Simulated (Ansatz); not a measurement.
**C$_{2}$H$_{7}$ClSi (SMILES [SiH3]CCCl): density, localisation and related maps**

Input

```
crystal:
  periodic: [false, false, false]
  atoms:
    - {symbol: Si, position_ang: [0.040707, 1.524014, 0.047075]}
    - {symbol: C, position_ang: [-0.579164, -0.246411, 0.226314]}
    - {symbol: C, position_ang: [0.438171, -1.266274, -0.219489]}
    - {symbol: Cl, position_ang: [-0.166437, -2.945128, -0.043290]}
    - {symbol: H, position_ang: [0.371266, 1.813134, -1.374401]}
    - {symbol: H, position_ang: [-1.009383, 2.470694, 0.503661]}
    - {symbol: H, position_ang: [1.266809, 1.726383, 0.865105]}
    - {symbol: H, position_ang: [-0.847664, -0.415542, 1.273444]}
    - {symbol: H, position_ang: [-1.498860, -0.352507, -0.356856]}
    - {symbol: H, position_ang: [0.697027, -1.150686, -1.271922]}
    - {symbol: H, position_ang: [1.352930, -1.214478, 0.370860]}
basis:
  gaussian: {orbitals: def2-TZVPP}
hamiltonian: {xc: pbe0, dispersion: d4}
output: {orbitals: {seedname: orbitals}}
```

Command:

```sh
ansatz run in.yaml --threads 4 --pin off --events-out ev --progress --plain --max-ram 10444MiB
```

Geometry: PBE0-D4/def2-TZVP.

Level of theory: RKS PBE0-D4/def2-TZVPP (Ansatz 0.2.0).

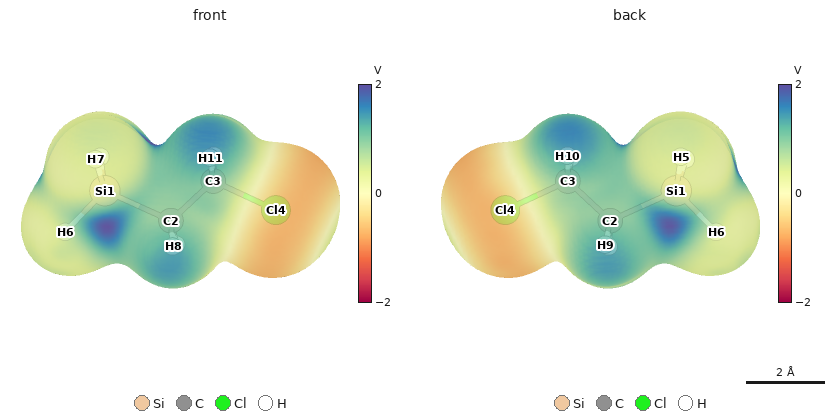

Figure 1. The molecular electrostatic potential painted on the density surface at 0.004 e/bohr³, seen from the front and from behind; the colour scale runs from red (negative) to blue (positive).

**Describe the electrostatic potential map.**

The most negative region (about −0.7 V, or −16 kcal/mol for a unit charge) lies over Cl4, the most positive (about +1.9 V, or +44 kcal/mol for a unit charge) over Si1. Cl4 shows a σ-hole: about +0.4 V, or +9 kcal/mol for a unit charge at the tip opposite its bond, against about −0.6 V, or −14 kcal/mol for a unit charge on its flanks.

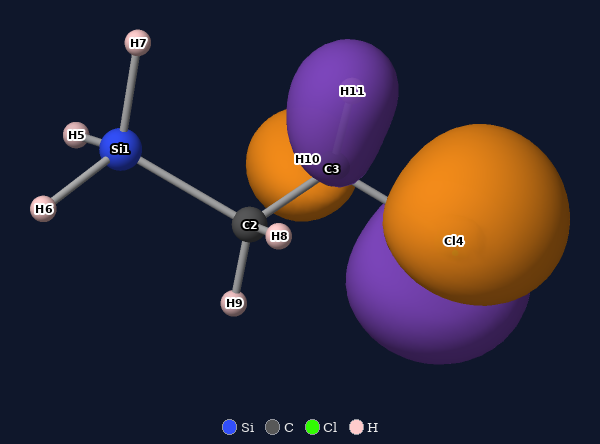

Figure 2. The HOMO−1 at ±0.1 Å⁻³ᐟ² (orange and purple are the two phases), seen at a tilt.

**What is the character of this orbital?**

By Hirshfeld shares it lies mainly on Cl4 (about 80 %) and C3 (about 10 %); largely a lone pair of Cl4. Its energy is −8.39 eV.

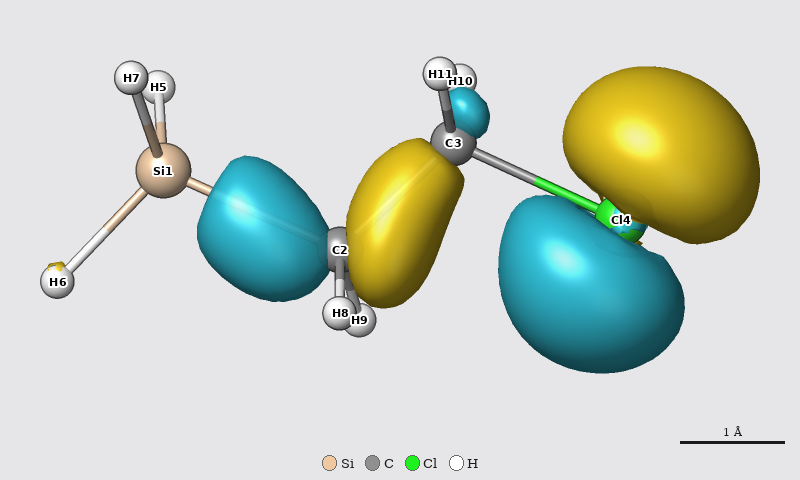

Figure 3. The HOMO at ±0.15 Å⁻³ᐟ² (yellow and cyan are the two phases), seen across its widest extent.

**What is the character of this orbital?**

Its weight (Hirshfeld) is mainly on Cl4 (about 70 %), C2 (about 10 %) and C3 (about 5 %); largely a lone pair of Cl4. Its energy is −8.33 eV.
